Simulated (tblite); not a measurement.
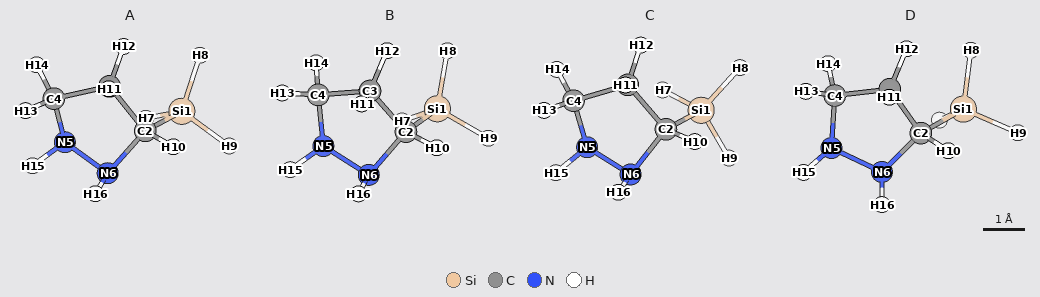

4 geometries from one relaxation of C$_{3}$H$_{10}$N$_{2}$Si, in shuffled order. A ball-and-stick model, seen from a free direction.

Theory: GFN2-xTB geometry optimisation, gas phase (tblite 0.8.0). 

### Put them in the order of the run, from the start to the converged end.

D, B, A, C. They are steps 0, 33, 92, 125, at +0.552 eV, +0.076 eV, +0.019 eV relative to the last. H9 moves most after the best rigid fit: 1.15 Å. Largest moves by element: H 1.15 Å, N 0.46 Å, C 0.24 Å, Si 0.08 Å. Some distances before and after: Si1–C2 1.858 → 1.912 Å, C2–C3 1.500 → 1.546 Å, C3–C4 1.496 → 1.537 Å, N5–N6 1.391 → 1.421 Å. Among the angles between lasting bonds that change: C2–N6–N5 109.4° → 100.7°, C3–C4–N5 108.1° → 103.3°, H8–Si1–H9 105.7° → 110.6°. Groups turn about Si1–C2 by about 50°, N5–N6 by about 40°, C4–N5 by about 40°. Over 125 geometry steps the energy falls by 0.552 eV.
